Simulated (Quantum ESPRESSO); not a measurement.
# Magnetic state of V3Sb2 from several starts

A self-consistent run ends on one state, which hangs on the start. Several orders of V3Sb2 are started in Quantum ESPRESSO and their energies compared.

Program: Quantum ESPRESSO 7.5. Level of theory: PBEsol; plane waves with GBRV 1.5 PBEsol potentials, no spin-orbit coupling. Results are calculated unless marked as measured.

## (1) The starting structure

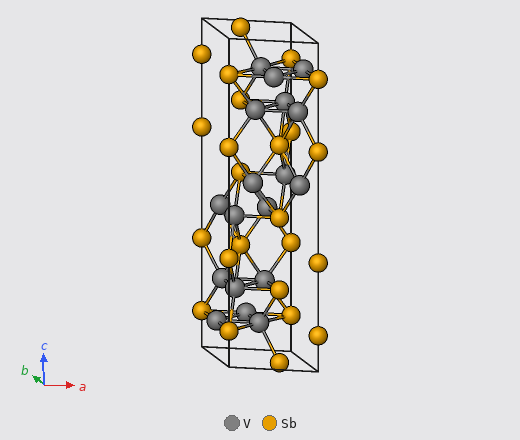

Start, viewed slightly off an axis; vanadium grey, antimony orange. This picture shows the conventional cell, with its axes. Bonds to atoms that aren't drawn are left out. Some periodic images of atoms are drawn too.

The cell comes from Materials Project 2023-11-01, a database of computed structures, and need not be the stable phase.

## (2) Run 1 (ferro ++++++)

The signs are those of the starting moments on the seeded atoms, the atoms that are given a moment.

File pw.in:

```
&CONTROL
  calculation = 'scf'
  prefix = 'pwscf'
  outdir = './tmp'
  pseudo_dir = './pseudo'
  disk_io = 'nowf'
/
&SYSTEM
  ibrav = 0
  nat = 10
  ntyp = 2
  ecutwfc = 40
  ecutrho = 280
  nbnd = 90
  occupations = 'smearing'
  smearing = 'fd'
  degauss = 0.00734986
  nspin = 2
  starting_magnetization(1) = 0.1154
  starting_magnetization(2) = 0
/
&ELECTRONS
  conv_thr = 2d-08
  electron_maxstep = 150
  mixing_beta = 0.3
/
ATOMIC_SPECIES
V      50.9415 v_pbesol_v1.4.uspp.F.UPF
Sb    121.7600 sb_pbesol_v1.4.uspp.F.UPF
CELL_PARAMETERS angstrom
   2.7525426209    1.5891812232    6.7757537157
  -2.7525426209    1.5891812232    6.7757537157
   0.0000000000   -3.1783624463    6.7757537157
ATOMIC_POSITIONS crystal
V       0.6028366100    0.1274830000    0.6028366100
V       0.6028366100    0.6028366100    0.1274830000
V       0.1274830000    0.6028366100    0.6028366100
V       0.8725170000    0.3971633900    0.3971633900
V       0.3971633900    0.8725170000    0.3971633900
V       0.3971633900    0.3971633900    0.8725170000
Sb      0.1097455600    0.1097455600    0.1097455600
Sb      0.8902544400    0.8902544400    0.8902544400
Sb      0.3311160700    0.3311160700    0.3311160700
Sb      0.6688839300    0.6688839300    0.6688839300
K_POINTS automatic
6 6 6 0 0 0
```

On the command line:

```sh
OMP_NUM_THREADS=1 mpirun -n 4 pw.x -nk 4 -in pw.in > pw.out
```

The log of the run:

```text
Program PWSCF v.7.5 starts

     Message from routine setup:
     using ibrav=0 with symmetry is DISCOURAGED, use correct ibrav instead

     K-points division:     npool     =       4
     Subspace diagonalization in iterative solution of the eigenvalue problem:

     G-vector sticks info
     --------------------
     sticks:   dense  smooth     PW     G-vecs:    dense   smooth      PW
     Sum        3049    1733    523                95025    40935    6737

     Using Slab Decomposition

     bravais-lattice index     =            0
     lattice parameter (alat)  =      14.1430  a.u.
     unit-cell volume          =    1200.0876 (a.u.)^3
     number of atoms/cell      =           10
     number of atomic types    =            2
     number of electrons       =       138.00
     number of Kohn-Sham states=           90
     kinetic-energy cutoff     =      40.0000  Ry
     charge density cutoff     =     280.0000  Ry
     scf convergence threshold =      2.0E-08
     mixing beta               =       0.3000
     number of iterations used =            8  plain     mixing
     Exchange-correlation= SLA  PW   PSX  PSC
                           (   1   4  10   8   0   0   0)

     celldm(1)=  14.143035  celldm(2)=   0.000000  celldm(3)=   0.000000
     celldm(4)=   0.000000  celldm(5)=   0.000000  celldm(6)=   0.000000

     crystal axes: (cart. coord. in units of alat)
               a(1) = (   0.367782   0.212339   0.905345 )
               a(2) = (  -0.367782   0.212339   0.905345 )
               a(3) = (   0.000000  -0.424678   0.905345 )

     reciprocal axes: (cart. coord. in units 2 pi/alat)
               b(1) = (  1.359502  0.784909  0.368184 )
               b(2) = ( -1.359502  0.784909  0.368184 )
               b(3) = ( -0.000000 -1.569817  0.368184 )

     PseudoPot. # 1 for V  read from file:
     v_pbesol_v1.4.uspp.F.UPF
     Pseudo is Ultrasoft + core correction, Zval = 13.0
     Generated by new atomic code, or converted to UPF format
     Using radial grid of  853 points,  6 beta functions with:
                l(1) =   0
                l(2) =   0
                l(3) =   1
                l(4) =   1
                l(5) =   2
                l(6) =   2
     Q(r) pseudized with  8 coefficients,  rinner =    1.100   1.100   1.100
                                                       1.100   1.100

     PseudoPot. # 2 for Sb read from file:
     sb_pbesol_v1.4.uspp.F.UPF
     Pseudo is Ultrasoft + core correction, Zval = 15.0
     Generated by new atomic code, or converted to UPF format
     Using radial grid of  891 points,  6 beta functions with:
                l(1) =   0
                l(2) =   0
                l(3) =   1
                l(4) =   1
                l(5) =   2
                l(6) =   2
     Q(r) pseudized with  8 coefficients,  rinner =    1.350   1.350   1.350
                                                       1.350   1.350

     atomic species   valence    mass     pseudopotential
     V                13.00    50.94150     V ( 1.00)
     Sb               15.00   121.76000     Sb( 1.00)

     Starting magnetic structure
     atomic species   magnetization
     V               0.115
     Sb              0.000

     12 Sym. Ops., with inversion, found

   Cartesian axes

     site n.     atom                  positions (alat units)
         1        V      tau(   1) = (   0.1748264  -0.1009361   1.2069657  )
         2        V      tau(   2) = (   0.0000000   0.2018722   1.2069657  )
         3        V      tau(   3) = (  -0.1748264  -0.1009361   1.2069657  )
         4        V      tau(   4) = (   0.1748264   0.1009361   1.5090679  )
         5        V      tau(   5) = (  -0.1748264   0.1009361   1.5090679  )
         6        V      tau(   6) = (  -0.0000000  -0.2018722   1.5090679  )
         7        Sb     tau(   7) = (  -0.0000000   0.0000000   0.2980726  )
         8        Sb     tau(   8) = (  -0.0000000   0.0000000   2.4179609  )
         9        Sb     tau(   9) = (   0.0000000   0.0000000   0.8993223  )
        10        Sb     tau(  10) = (   0.0000000   0.0000000   1.8167112  )

     number of k points=    32  Fermi-Dirac smearing, width (Ry)=  0.0073
                       cart. coord. in units 2pi/alat
        k(    1) = (   0.0000000   0.0000000   0.0000000), wk =   0.0046296
        k(    2) = (  -0.0000000  -0.2616362   0.0613640), wk =   0.0277778
        k(    3) = (  -0.0000000  -0.5232724   0.1227280), wk =   0.0277778
        k(    4) = (   0.0000000   0.7849086  -0.1840920), wk =   0.0138889
        k(    5) = (  -0.2265836  -0.1308181   0.1227280), wk =   0.0277778
        [... 27 further k-points ...]

     Dense  grid:    95025 G-vectors     FFT dimensions: (  75,  75,  75)

     Smooth grid:    40935 G-vectors     FFT dimensions: (  60,  60,  60)

     Check: negative core charge=   -0.000004
     Generating pointlists ...
     new r_m :   0.1442 (alat units)  2.0399 (a.u.) for type    1
     new r_m :   0.1518 (alat units)  2.1466 (a.u.) for type    2

     Initial potential from superposition of free atoms

     starting charge     133.9931, renormalised to     138.0000

     negative rho (up, down):  2.339E-03 1.851E-03
     Starting wfcs are   96 randomized atomic wfcs

     Self-consistent Calculation

     iteration #  1     ecut=    40.00 Ry     beta= 0.30
     Davidson diagonalization with overlap
     ethr =  1.00E-02,  avg # of iterations =  3.9

     negative rho (up, down):  2.944E-03 3.280E-03

     total energy              =   -1607.49817083 Ry
     estimated scf accuracy    <       5.25708459 Ry

     total magnetization       =     2.81 Bohr mag/cell
     absolute magnetization    =     3.33 Bohr mag/cell

     iteration #  2     ecut=    40.00 Ry     beta= 0.30
     Davidson diagonalization with overlap
     ethr =  3.81E-03,  avg # of iterations =  2.2

     negative rho (up, down):  2.514E-03 3.415E-03

     total energy              =   -1608.11501724 Ry
     estimated scf accuracy    <       2.24135534 Ry

     total magnetization       =     3.15 Bohr mag/cell
     absolute magnetization    =     3.71 Bohr mag/cell

     iteration #  3     ecut=    40.00 Ry     beta= 0.30
     Davidson diagonalization with overlap
     ethr =  1.62E-03,  avg # of iterations =  2.0

     negative rho (up, down):  2.214E-03 3.995E-03

     total energy              =   -1608.36410425 Ry
     estimated scf accuracy    <       0.25992543 Ry

     total magnetization       =     2.72 Bohr mag/cell
     absolute magnetization    =     3.28 Bohr mag/cell

     [... further iterations left out ...]

     iteration # 13     ecut=    40.00 Ry     beta= 0.30
     Davidson diagonalization with overlap
     ethr =  2.79E-09,  avg # of iterations =  3.7

     negative rho (up, down):  2.882E-03 2.878E-03

     total energy              =   -1608.43202253 Ry
     estimated scf accuracy    <       0.00000050 Ry

     total magnetization       =     0.01 Bohr mag/cell
     absolute magnetization    =     0.01 Bohr mag/cell

     iteration # 14     ecut=    40.00 Ry     beta= 0.30
     Davidson diagonalization with overlap
     ethr =  3.62E-10,  avg # of iterations =  2.7

     negative rho (up, down):  2.881E-03 2.878E-03

     total energy              =   -1608.43202307 Ry
     estimated scf accuracy    <       0.00000013 Ry

     total magnetization       =     0.00 Bohr mag/cell
     absolute magnetization    =     0.00 Bohr mag/cell

     iteration # 15     ecut=    40.00 Ry     beta= 0.30
     Davidson diagonalization with overlap
     ethr =  9.34E-11,  avg # of iterations =  3.0

     negative rho (up, down):  2.879E-03 2.879E-03

     total energy              =   -1608.43202322 Ry
     estimated scf accuracy    <       0.00000003 Ry

     total magnetization       =    -0.00 Bohr mag/cell
     absolute magnetization    =     0.00 Bohr mag/cell

     iteration # 16     ecut=    40.00 Ry     beta= 0.30
     Davidson diagonalization with overlap
     ethr =  1.98E-11,  avg # of iterations =  3.1

     negative rho (up, down):  2.880E-03 2.879E-03

     Magnetic moment per site  (integrated on atomic sphere of radius R)
     atom   1 (R=0.144)  charge= 11.3044  magn= -0.0002
     atom   2 (R=0.144)  charge= 11.3044  magn= -0.0002
     atom   3 (R=0.144)  charge= 11.3044  magn= -0.0002
     atom   4 (R=0.144)  charge= 11.3044  magn= -0.0002
     atom   5 (R=0.144)  charge= 11.3044  magn= -0.0002
     atom   6 (R=0.144)  charge= 11.3044  magn= -0.0002
     atom   7 (R=0.152)  charge= 12.4924  magn=  0.0000
     atom   8 (R=0.152)  charge= 12.4924  magn=  0.0000
     atom   9 (R=0.152)  charge= 12.4370  magn=  0.0000
     atom  10 (R=0.152)  charge= 12.4370  magn=  0.0000

     End of self-consistent calculation

     [... lines left out ...]
     the Fermi energy is    14.9085 ev

!    total energy              =   -1608.43202325 Ry
     estimated scf accuracy    <          5.1E-09 Ry
     smearing contrib. (-TS)   =      -0.02068480 Ry
     internal energy E=F+TS    =   -1608.41133844 Ry

     The total energy is F=E-TS. E is the sum of the following terms:
     one-electron contribution =    -655.37118515 Ry
     hartree contribution      =     402.78735348 Ry
     xc contribution           =    -291.70656055 Ry
     ewald contribution        =   -1064.12094622 Ry

     total magnetization       =    -0.00 Bohr mag/cell
     absolute magnetization    =     0.00 Bohr mag/cell

     convergence has been achieved in  16 iterations

=------------------------------------------------------------------------------=
   JOB DONE.
=------------------------------------------------------------------------------=
```

The job ended after 3.2 min (4 MPI ranks of AMD EPYC 9R14 (Zen 4), shared host; peak memory 1.3 GiB).

Spin moment in the atom's sphere by atom:

| atom | spin moment in the atom's sphere (μB) |
| --- | --- |
| V1 | -0.0002 |
| V2 | -0.0002 |
| V3 | -0.0002 |
| V4 | -0.0002 |
| V5 | -0.0002 |
| V6 | -0.0002 |
| Sb7 | 0.0000 |
| Sb8 | 0.0000 |
| Sb9 | 0.0000 |
| Sb10 | 0.0000 |

Read from the output:

| Item | Value |
| --- | --- |
| smearing term TS | 0.2814 eV |
| magnetization | 0 μB |
| absolute magnetization | 0 μB |
| final state | non-magnetic |

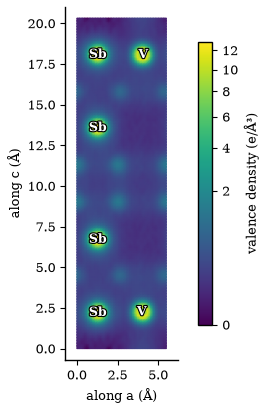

Valence density in the ac plane of the conventional cell at fractional y = 0.000, with atoms of V and Sb within 0.2 Å of it. It is the smooth field of the valence electrons, not physical close to the nuclei. The map starts off the cell's origin, so that atoms lie inside it. The colour scale is stretched toward low values.

(Continued in part 2 of 2.)

[Logs and program files are shortened in this print: banners, set-up blocks, solver, clock and traceback lines can be left out without a mark of their own.]

[Logs are printed without paths, hosts, clocks, repeated set-up lines and the standing remarks that a program may print on its own settings, such as how far it seeks lower states.]

[Hosts, paths, dates, database ids (printed as entryN), source tags and the programs' standing remarks are cut or masked in the printed files.]

[Where a cell is said to come from a database of computed structures, the database is the Materials Project.]
